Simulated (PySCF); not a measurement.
```xyz
2

Ge    0.0000    0.0000   -0.2510
C     0.0000    0.0000    1.5460
```

⟨S²⟩ = 2.06, above the pure value of 2.00.

Computed with PBE0/def2-TZVPP, non-relativistic Hamiltonian with scalar-relativistic core potentials where named, at a bond length of 1.797 Å (PySCF 2.14.0).

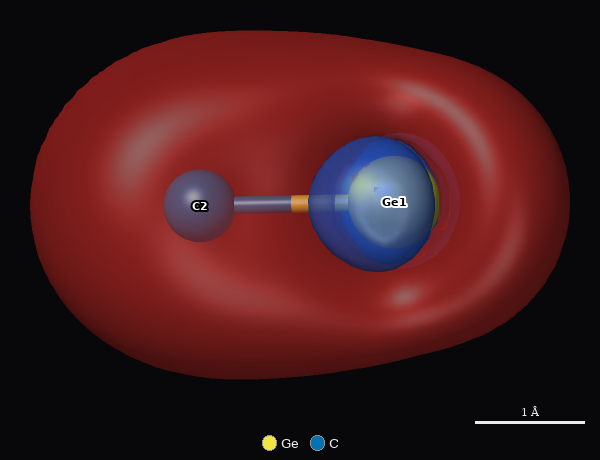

GeC (triplet). Isosurfaces of the spin density at +0.02 (red) and −0.02 e/Å³ (blue), seen from one side.

Question: Describe the spin distribution.

Answer: The unpaired spin (2 electrons) lies mostly on C2 (about 1.5) and Ge1 (about 0.5), in electrons by Hirshfeld's partition.
